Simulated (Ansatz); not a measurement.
# Lattice dynamics of (Si)2(Ge)1 [001] superlattice, started as zinc blende

Aim: the phonons of (Si)2(Ge)1 [001] superlattice, started as zinc blende at a cell relaxed beforehand at this level.

Main program and level: Ansatz 0.2.0; DFT PBEsol, scalar-relativistic, plane waves, PAW.

The structure was built from a prototype and need not be the compound's stable phase.

In doubt: the program warns that the response may not be converged on this k-mesh (step 2), which bears on the force constants and all frequencies.

### Step 1. Set-up

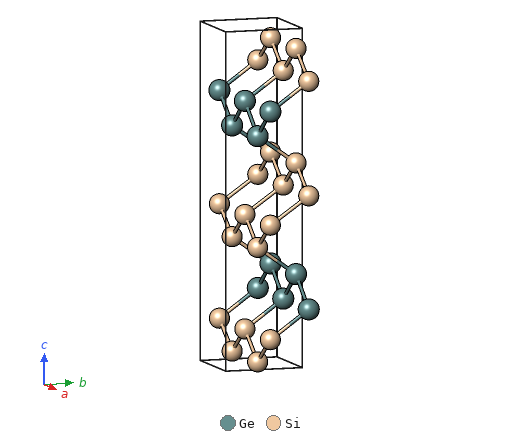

Start, viewed slightly off an axis; germanium teal, silicon light orange. 2×1×1 cells are drawn. This picture shows the conventional cell, with its axes. Some periodic images of atoms are drawn too.

### Step 2. Linear response at the zone centre

The cell comes from relaxations at this level that are not shown. The zone centre is the only wavevector solved here; it holds the modes that light can see, as far as symmetry allows. The response to a homogeneous field gives the Born charges and the dielectric tensor.

Input file input.yaml:

```yaml
crystal:
  lattice:
    - [2.7524378957, 2.7524378957, 0.0]
    - [-2.7550210419, 2.7550210419, 0.0]
    - [2.7537294688, -0.0012915732, 8.2545836828]
  atoms:
    - { symbol: Ge, position: [0.6690792824, 0.3309207176, 0.6618414352] }
    - { symbol: Ge, position: [0.0809207176, 0.4190792824, 0.8381585648] }
    - { symbol: Si, position: [-0.0031594415, 0.0031594415, 0.006318883] }
    - { symbol: Si, position: [0.4157227088, 0.0842772912, 0.1685545824] }
    - { symbol: Si, position: [0.3342772912, 0.6657227088, 0.3314454176] }
    - { symbol: Si, position: [0.7531594415, 0.7468405585, 0.493681117] }
kpoints:
  mp_grid: { grid: [8, 8, 8] }
hamiltonian:
  xc: pbesol
scf:
  occupations: { method: fixed }
output:
  eigenvalues: true
phonons:
  method: dfpt
  dielectric: true
  rigid_motions: translations
```

Command:

```
$ ansatz run input.yaml --threads 4 --pin off --max-ram 14336MiB --backend cpu --events-out ev --progress --plain --runs-dir out
```

Numbers of over 12 decimals in the logs are rounded to 6 here.

What it wrote:

```text
Warning: crystal.symmetry: narrowed to the stabiliser of the run's FFT grids — unitary ops 8 → 2. A phonons.method: dfpt run fills in the rows of the dynamical matrix that it does not solve by its symmetry operations, which is exact only for operations that map its FFT grids onto themselves: filled in by any other, the frequencies could depend on the order in which like atoms are typed, or, by more than the grids' own error, on where the crystal sits among the grids' points. Excluded: 6 operations. The run can therefore solve more perturbations, solve them on more k-points, or both, and cost more. [rest of the remark cut]
Engine: ansatz 0.2.0, aarch64-unknown-linux-gnu
Pseudopotentials: kind: paw
Pseudopotential: Ge, paw, valence charge 14, recommended cutoff 420 eV (normal), Ge.paw.azcp
Pseudopotential: Si, paw, valence charge 4, recommended cutoff 420 eV (normal), Si.paw.azcp
Functional definition: PBEsol
  exchange = pbesol_x
  correlation = pbesol_c
Crystal: 6 atoms, lattice volume = 125.189 Å³
Basis set: ecut = 420 eV, 2495 PW (Γ), exchange–correlation on 64×64×120 points (8 copies of the dense FFT grid, shifted against one another)
Bands: 28, of which v1, the nominal top of the filled ones, is band 22 counted from 1 (21 counted from 0)
Symmetry: 8 space group operations
k-points: 260 of 512 (irreducible under 1 space group operation, time reversal used)
Non-local potential: Ge, projectors of the file, l = 0: 2, l = 1: 2, l = 2: 3, l = 3: 1
Non-local potential: Si, projectors of the file, l = 0: 2, l = 1: 2, l = 2: 2
PAW form: soft (Blöchl's): semilocal exchange-correlation on the pseudo side does not see the compensation charge
PAW frozen core: Ge, regenerated for the run's functional, and the local potential with it (the file was generated under x = pbe(κ = 0.804, μ = 0.219515), c = pbe(β = 0.066725))
PAW frozen core: Si, regenerated for the run's functional, and the local potential with it (the file was generated under x = pbe(κ = 0.804, μ = 0.219515), c = pbe(β = 0.066725))
PAW one-centre angular grid: Ge, 590 points (default); XC on 64 Gauss nodes
PAW one-centre angular grid: Si, 110 points (default); XC on 64 Gauss nodes
Initial density: superposition of atomic densities (neutral atoms: chi_scale 0, normalization atom), corrected by the library's trained network
Initial wavefunctions: pseudopotential atomic-orbital guess
Functional: x = pbesol(κ = 0.804, μ = 0.123457), c = pbesol(β = 0.046)
SCF iter   1: F=—  HF=-10992.905753 eV  |F-HF|=—  |Δ(HF+E_count)|=         —  Δρ=2.97e-3  dr2=3.17e-2  ethr=1.77e-3  ⟨swp⟩=4.7  Hψ=28673  notcnv=0  defer=996
preconditioner: auto → Resta (q_TF=auto, 2.292 Å⁻¹)  ε∞=5.1  [insulator: Δε(μ)=0.376 eV  Ē_g=7.985 eV  n_scr=26 (ndim 8)  ℏωp=16.3 eV  f_vac=0.000  ε∞_Penn≈5.1]
SCF iter   2: F=—  HF=-10992.899550 eV  |F-HF|=—  |Δ(HF+E_count)|=   6.20e-3  Δρ=1.64e-3  dr2=5.51e-3  ethr=7.20e-5  ⟨swp⟩=2.0  Hψ=9761  notcnv=0  defer=1037
SCF iter   3: F=—  HF=-10992.898811 eV  |F-HF|=—  |Δ(HF+E_count)|=   7.38e-4  Δρ=5.24e-4  dr2=4.57e-4  ethr=1.25e-5  ⟨swp⟩=2.1  Hψ=13133  notcnv=0  defer=1038
SCF iter   4: F=—  HF=-10992.898733 eV  |F-HF|=—  |Δ(HF+E_count)|=   7.83e-5  Δρ=2.35e-4  dr2=1.08e-4  ethr=1.04e-6  ⟨swp⟩=2.0  Hψ=12943  notcnv=0  defer=1038
SCF iter   5: F=—  HF=-10992.898728 eV  |F-HF|=—  |Δ(HF+E_count)|=   4.74e-6  Δρ=7.66e-5  dr2=7.49e-6  ethr=2.45e-7  ⟨swp⟩=2.0  Hψ=12596  notcnv=0  defer=770
SCF iter   6: F=—  HF=-10992.898736 eV  |F-HF|=—  |Δ(HF+E_count)|=   7.73e-6  Δρ=2.07e-5  dr2=3.37e-7  ethr=1.70e-8  ⟨swp⟩=2.0  Hψ=12596  notcnv=0  defer=443
SCF iter   7: F=—  HF=-10992.898736 eV  |F-HF|=—  |Δ(HF+E_count)|=   1.38e-7  Δρ=1.94e-6  dr2=4.29e-9  ethr=7.67e-10  ⟨swp⟩=2.0  Hψ=12582  notcnv=0  defer=408
SCF iter   8: F=—  HF=-10992.898736 eV  |F-HF|=—  |Δ(HF+E_count)|=   3.94e-9  Δρ=4.53e-7  dr2=2.61e-10  ethr=9.74e-12  ⟨swp⟩=2.0  Hψ=12565  notcnv=0  defer=408
SCF iter   9: F=-10992.898736 eV  HF=-10992.898736 eV  |F-HF|=1.09e-11  |Δ(HF+E_count)|=  1.16e-10  Δρ=6.94e-8  dr2=9.68e-12  ethr=1.00e-12  ⟨swp⟩=12.8  Hψ=48014  notcnv=0
SCF 1 converged in 9 iterations: F = -10992.898736 eV  dr2 = 9.68e-12
  greatest PAW one-centre occupation: 0.998 electrons in one spin orbital (limit 2), on the Ge atom at site 1 (counted from 0), in its partial waves of l = 2
NSCF: frozen V_eff on 247 k-points
DFPT response loops at Γ: preconditioner auto → Resta (q_TF=auto, 2.292 Å⁻¹)  ε∞=12.7 (no band partly filled); β = 1.00, the filter's whole step (`scf.mixing.beta` (0.50) is not read by the response loops at its default; to damp them type it under 1.00, their step now; it binds the ground state too); Broyden in place of MSR1
── the response to a field inside a basis, on 14×14×8 k-points: an SCF that follows is theirs, and a resumed run solves both again ──
Bands: 23, of which v1, the nominal top of the filled ones, is band 22 counted from 1 (21 counted from 0)
k-points: 784 of 1568 (irreducible under 2 space group operations)
Initial density: handed on by an earlier stage of this run
Initial wavefunctions: pseudopotential atomic-orbital guess (no wavefunctions were taken with the density)
Eigensolver: Dense (784 Hₖ)
SCF iter   1: F=—  HF=-10992.879231 eV  |F-HF|=—  |Δ(HF+E_count)|=         —  Δρ=1.69e-4  dr2=2.28e-5  ethr=1.00e-1
preconditioner: auto → Resta (q_TF=auto, 2.292 Å⁻¹)  ε∞=6.8  [insulator: Δε(μ)=0.519 eV  Ē_g=6.753 eV  n_scr=26 (ndim 8)  ℏωp=16.3 eV  f_vac=0.000  ε∞_Penn≈6.8]
SCF iter   2: F=—  HF=-10992.879229 eV  |F-HF|=—  |Δ(HF+E_count)|=   1.44e-6  Δρ=1.09e-4  dr2=9.51e-6  ethr=5.18e-8
SCF iter   3: F=—  HF=-10992.879230 eV  |F-HF|=—  |Δ(HF+E_count)|=   6.96e-7  Δρ=2.68e-5  dr2=8.26e-7  ethr=2.16e-8
SCF iter   4: F=-10992.879230 eV  HF=-10992.879230 eV  |F-HF|=4.54e-8  |Δ(HF+E_count)|=   2.86e-7  Δρ=6.25e-6  dr2=6.84e-8  ethr=1.88e-9
SCF 1 converged in 4 iterations: F = -10992.879230 eV  dr2 = 6.84e-8
DFPT response loops at Γ: preconditioner auto → Resta (q_TF=auto, 2.292 Å⁻¹)  ε∞=10.8 (no band partly filled); β = 1.00, the filter's whole step (`scf.mixing.beta` (0.50) is not read by the response loops at its default; to damp them type it under 1.00, their step now; it binds the ground state too); Broyden in place of MSR1
WARN: field response: inside a basis, on 14×14×8 points, no mesh in reach settles it: take ε∞, Z* and everything formed from them with what they may err, as stated (eps_inf_uncertainty, zstar_uncertainty_e), and compare with field_mesh: kpoints on a denser kpoints.mp_grid
WARN: field response: ε∞ stands inside a basis, on 14×14×8 points; the force constants stand on the 8×8×8 k-mesh, whose period is 9.42 times the interband length at k = (0.0000, 0.3750, 0.2500), direct gap 1.766 eV, under 14: take them and everything formed from them as unconverged, and compare with a denser kpoints.mp_grid
SCF converged after 9 iterations
Free energy (F): -10992.898736 eV
Harris-Foulkes:  -10992.898736 eV  (|F-HF|=1.09e-11)
Internal energy: -10992.898736 eV  (E = F + TS)
E sigma→0 (E₀):  -10992.898736 eV
Fermi energy:    7.051764 eV
--- Per-component energies (eV) ---
  E_band       = -304.378688
  E_kinetic    = 384.197644
  E_local      = -6558.754457  (includes V_loc(G=0)·N_el)
  E_nonlocal   = 945.112480
  E_hartree    = 2939.926092
  E_xc         = -368.650964
  E_vxc        = -316.821733  (∫ρ·V_xc dr)
  E_paw        = -5954.697698  (= ΣΔE_a)
  E_vpaw       = -637.965323  (= ΣTr[D̂ρ^β])
  E_aug_tail   = 0.000629  (compensation charges beyond the density's cutoff)
  E_ewald      = -2381.994578
  E_core_change = 1.962115  (= ΣΔE_core)
  E_smearing   = -0.000000  (= −TS)
  E_closure    = 0.000000  (closes the sum)
  Σ components = -10992.898736   (vs F -10992.898736, Δ=0.00e0)
--- Band table (eV; the first three rows and the last of 260) ---
  k-point 0: bands = [... 18 lower, 4.6472, 6.9716, 7.0083, 7.0518, 7.4751, 7.6269, 8.8350, 8.9904, ... 2 higher]
  k-point 1: bands = [... 18 lower, 4.7857, 6.7027, 6.8760, 6.9193, 7.4409, 7.7088, 8.5100, 9.3603, ... 2 higher]
  k-point 2: bands = [... 18 lower, 5.0543, 6.1132, 6.5574, 6.6036, 7.4212, 7.8118, 8.2567, 9.3022, ... 2 higher]
  k-point 259: bands = [... 18 lower, 3.3064, 3.3064, 4.0645, 4.0645, 7.6132, 7.6132, 9.5661, 9.5661, ... 2 higher]
--- Phonons (Γ-DFPT): 9 representative perturbations + reference, on 260 of 512 k-points (Σ response iterations 28) ---
  ASR residual: 3.130e-5 → 0.000e0 eV/Å²; symmetrization residual: 8.027e-6 eV/Å²
  The last average, over the group as it would stand without the narrowing to the FFT grids, took up to 1.729e-5 eV/Å² of the zone centre's force constants
  ASR residual per site (eV/Å²): 3.13e-5 3.13e-5 2.81e-5 1.01e-5 1.01e-5 2.81e-5
  Γ frequencies (cm⁻¹): 0.00 0.00 0.00 91.79 94.64 121.00 129.60 234.41 239.45 279.17 356.00 382.23 390.99 438.65 454.04 473.43 482.49 490.34
  ε∞ (high-frequency dielectric tensor):
       14.558490    -0.000754    -0.000000
       -0.000754    14.558490    -0.000000
       -0.000000    -0.000000    14.572242
  ε⁰ (static dielectric tensor: ions relaxed, cell fixed):
       14.598437     0.025836     0.000000
        0.025836    14.598437     0.000000
        0.000000     0.000000    14.576832
  ε⁰ − ε∞ (ionic part):
        0.039947     0.026590     0.000000
        0.026590     0.039947     0.000000
        0.000000     0.000000     0.004590
  softest optical mode at Γ: 91.79 cm⁻¹; the repairs (sum rule, projections) moved no ω² at Γ by more than (2.17 cm⁻¹)²
  Born effective charges Z* (e; rows j = field, columns β = displacement):
    site 0:
         0.06570    0.09089    0.00000
         0.09089    0.06570   -0.00000
         0.00000   -0.00000    0.09588
    site 1:
         0.06570    0.09089    0.00000
         0.09089    0.06570   -0.00000
         0.00000   -0.00000    0.09588
    site 2:
        -0.00765   -0.10885   -0.00000
        -0.10885   -0.00765    0.00000
        -0.00000    0.00000   -0.02721
    site 3:
        -0.05805    0.01797    0.00000
         0.01797   -0.05805    0.00000
         0.00000    0.00000   -0.06867
    site 4:
        -0.05805    0.01797    0.00000
         0.01797   -0.05805    0.00000
         0.00000    0.00000   -0.06867
    site 5:
[...]
Z* charge neutrality: 2.310e-2 e pre-enforcement
  solved inside a basis spanned on kpoints, on 14×14×8 k-points, which do not settle them: ε∞ is read to err by 2.3e-1, Z* by 2.1e-2 e (field_mesh: kpoints solves on kpoints); Z* is corrected for what the basis lacks
  optical modes at Γ without the LO–TO term, one row a degenerate level:
      ω (cm⁻¹)  modes    IR ((D/Å)²/amu)
[...]
optical modes at Γ + LO–TO along q̂ = [1.0000, 0.0000, 0.0000]:
      ω (cm⁻¹)  modes    IR ((D/Å)²/amu)
[...]
optical modes at Γ + LO–TO along q̂ = [0.0000, 1.0000, 0.0000]:
      ω (cm⁻¹)  modes    IR ((D/Å)²/amu)
[...]
optical modes at Γ + LO–TO along q̂ = [0.0000, 0.0000, 1.0000]:
      ω (cm⁻¹)  modes    IR ((D/Å)²/amu)
[...]
356.00      1             0.0000
        382.23      1             0.0169
        390.99      1             0.0000
        438.65      1             0.0000
        454.04      1             0.0058
        473.43      1             0.0000
        482.49      1             0.0000
        490.34      1             0.0000
```

The job ended after 12 min (4 threads of Arm Neoverse V2, shared host; peak memory 6.3 GiB).

Reading the cycles: dr2 is the Hartree energy of the density residual (eV), the measure of convergence; HF is the Harris–Foulkes estimate of the energy, which meets the free energy F at convergence.

Numbers from this step:

```yaml
gap_on_the_k_mesh: 0.3694 eV
volume_per_atom: 20.86 Å³
sum_rule_residual_before_enforcement: 3.13e-5 eV/Å²
miss_of_the_charge_sum_rule: 0.02310 e
estimated_error_of_the_dielectric_tensor: 0.2287
estimated_error_of_the_born_charges: 0.02068 e
point_group: mmm
highest_optical_mode_at_the_zone_centre_no_lo_to_term: 490.3 cm⁻¹
lowest_optical_zone_centre_mode: 91.79 cm⁻¹
mean_high_frequency_dielectric_constant: 14.56
largest_born_charge_third_of_the_trace: 0.07577 e
mean_static_dielectric_constant: 14.59
top_of_the_zone_centre_spectrum_with_the_field: 490.3 cm⁻¹
```

Without the LO-TO term. Patterns of degenerate modes are one choice out of their space. Modes at Γ, with each element's share of the kinetic energy:

```csv
mode,frequency (cm⁻¹),symmetry,Ge %,Si %
1,0.0,acoustic,56,44
2,0.0,acoustic,56,44
3,0.0,acoustic,56,44
4,91.8,B3g,74,26
5,94.6,B3u,44,56
6,121.0,B2u,20,80
7,129.6,B2g,1,99
8,234.4,B1u,39,61
9,239.4,Ag,74,26
10,279.2,B2g,99,1
11,356.0,Ag,25,75
12,382.2,B2u,24,76
13,391.0,B3g,25,75
14,438.6,B1u,4,96
15,454.0,B3u,0,100
16,473.4,B3g,2,98
17,482.5,Ag,1,99
18,490.3,B2g,1,99
```

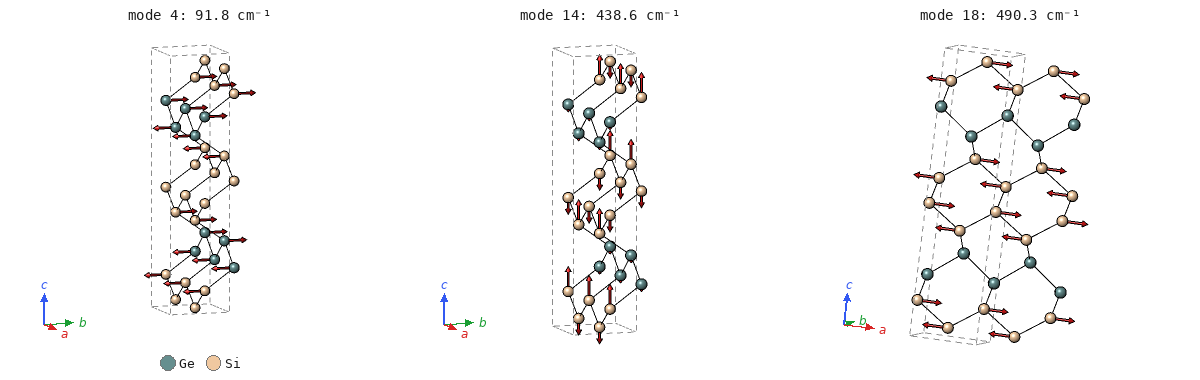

Displacement patterns of modes 4, 14 and 18 at Γ; arrows are exaggerated. 2×1×1 conventional cells are drawn. Some periodic images of atoms are drawn too.

High-frequency dielectric tensor, which the program warns is not settled by the k meshes in reach. Tensor:

```csv
,x,y,z
x,14.56,-0.001,0
y,-0.001,14.56,0
z,0,0,14.57
```

Static dielectric tensor, which the program warns is not settled by the k meshes in reach. Tensor:

```csv
,x,y,z
x,14.6,0.026,0
y,0.026,14.6,0
z,0,0,14.58
```

Optical modes at the zone centre, without and with the macroscopic field of the longitudinal modes; each column is sorted by frequency, so a row need not hold one and the same mode. Modes with and without the field, by row:

```csv
rank among optical modes,no field (cm⁻¹),"q along (1, 0, 0) (cm⁻¹)","q along (0, 0, 1) (cm⁻¹)"
1,91.8,91.8,91.8
2,94.6,94.7,94.6
3,121,121,121
4,129.6,129.6,129.6
5,234.4,234.4,234.4
6,239.4,239.4,239.4
7,279.2,279.2,279.2
8,356,356,356
9,382.2,382.2,382.2
10,391,391,391
11,438.6,438.6,438.6
12,454,454,454
13,473.4,473.4,473.4
14,482.5,482.5,482.5
15,490.3,490.3,490.3
```

Born charge (rows field, columns displacement) (e), principal values of the symmetric part by kind of site:

```csv
atom,atoms with these values,low,middle,high,mean
Ge1,2,-0.0252,0.0959,0.1566,0.0758
Si3,2,-0.1166,-0.0272,0.1012,-0.0142
Si4,2,-0.0761,-0.0687,-0.0401,-0.0616
```

In full for Si4:

```
-0.0581  0.0180  0.0000
 0.0180 -0.0581  0.0000
 0.0000  0.0000 -0.0687
```

Transverse modes. Lines of the infrared spectrum (strongest = 100):

```csv
position (cm⁻¹),label,relative intensity
92,B3g,0.0
95,B3u,100
121,B2u,28
130,B2g,0.0
234,B1u,43
239,Ag,0.0
279,B2g,0.0
356,Ag,0.0
382,B2u,49
391,B3g,0.0
439,B1u,0.0
454,B3u,17
473,B3g,0.0
482,Ag,0.0
490,B2g,0.0
```

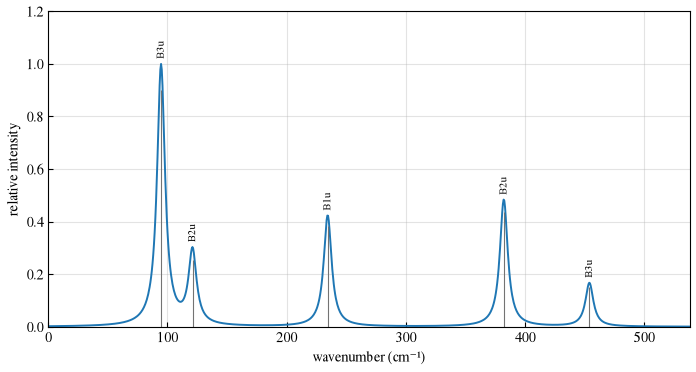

The infrared spectrum, broadened with Lorentzians of width 8 cm⁻¹; bars mark the lines.

Before it was imposed, the acoustic sum rule was missed by 3.1e-5 eV/Å² and the charge sum rule by 0.023 e. Small misses are needed for a sound result but don't prove that mesh and cutoff are converged. The lowest optical mode is real, 91.8 cm⁻¹.

The log warns of the k mesh: “the force constants stand on the 8×8×8 k-mesh, whose period is 9.42 times the interband length at k = (0.0000, 0.3750, 0.2500), direct gap 1.766 eV, under 14: take them and everything formed from them as unconverged”.

### Step 3. Isotope substitution, element Ge, natural mass 72.63 amu

An isotope changes the mass and not the force constants, so no new electronic calculation is needed; the shifts show which modes move this element.

The same force constants with the mass of Ge changed from 72.630 to 75.921 u (phonopy, no LO-TO term). Both lists are sorted by frequency; levels can cross, so a row need not hold one and the same mode. Modes under 3 cm⁻¹ are left out. Isotope shifts, by row:

```csv
q,rank,natural mass (cm⁻¹),changed mass (cm⁻¹)
0 0 0,4,91.79,90.3
0 0 0,5,94.64,93.74
0 0 0,6,121,120.5
0 0 0,7,129.6,129.6
0 0 0,8,234.4,232.4
0 0 0,9,239.4,235.5
0 0 0,10,279.2,273.1
0 0 0,11,356,354.1
0 0 0,12,382.2,380.2
0 0 0,13,391,388.9
0 0 0,14,438.6,438.3
0 0 0,15,454,454
0 0 0,16,473.4,473.2
0 0 0,17,482.5,482.4
0 0 0,18,490.3,490.3
```

A mode of this element alone would shift by -2.19 %. The highest zone-centre frequency without the field goes from 490.3 to 490.3 cm⁻¹ (-0.0 %). The product of the frequency ratios over all optical modes at Γ is 0.909; the product rule, (m/m′)^(3k/2) (M′/M)^(3/2) with k = 2 such atoms and M the mass of the cell, gives 0.909.

### Step 4. Another isotope, element Si, natural mass 28.085 amu

The same for Si, from 28.09 to 29.97 u.

A mode of this element alone would shift by -3.20 %. The highest zone-centre frequency without the field goes from 490.3 to 474.7 cm⁻¹ (-3.2 %). The product of the frequency ratios over all optical modes at Γ is 0.707; the product rule, (m/m′)^(3k/2) (M′/M)^(3/2) with k = 4 such atoms and M the mass of the cell, gives 0.707.

### Step 5. Outcome

* space group (within 0.01 Å): Imma
* volume per atom: 20.9 Å³
* gap on the k-mesh: 0.369 eV
* highest optical mode at the zone centre (no LO-TO term): 490 cm⁻¹
* top of the zone-centre spectrum with the field: 490 cm⁻¹
* lowest optical zone-centre mode: 91.8 cm⁻¹
* mean high-frequency dielectric constant: 14.6
* mean static dielectric constant: 14.6
* largest Born charge (third of the trace): 0.0758 e
* imaginary modes at Γ (the only wavevector solved): none

The structure is stable against zone-centre distortions, since no mode there is imaginary; other wavevectors were not solved, so zone-boundary instabilities are untested. Without the field, the optical modes at Γ span 92 to 490 cm⁻¹. No dispersion was computed. The highest mode in this list at Γ, 490.3 cm⁻¹, is mostly motion of Si (99 % of the kinetic energy). The macroscopic field leaves the top of the zone-centre spectrum where it is. Lattice motion adds next to nothing to the dielectric constant. With the field response the log warns that the k mesh is coarse for the force constants too, so the frequencies may not be converged. In this run the field response is not settled by the k meshes in reach, so its dielectric tensor, Born charges and longitudinal modes are rough. The starting cell was built on a prototype and not taken from a measurement, so the phase need not exist. These are harmonic frequencies at zero temperature: anharmonic shifts, linewidths and thermal expansion are left out.

[Logs are printed without paths, hosts, clocks, repeated set-up lines and the standing remarks that a program may print on its own settings, such as how far it seeks lower states.]

[Hosts, paths, dates, database ids (printed as entryN), source tags and the programs' standing remarks are cut or masked in the printed files.]
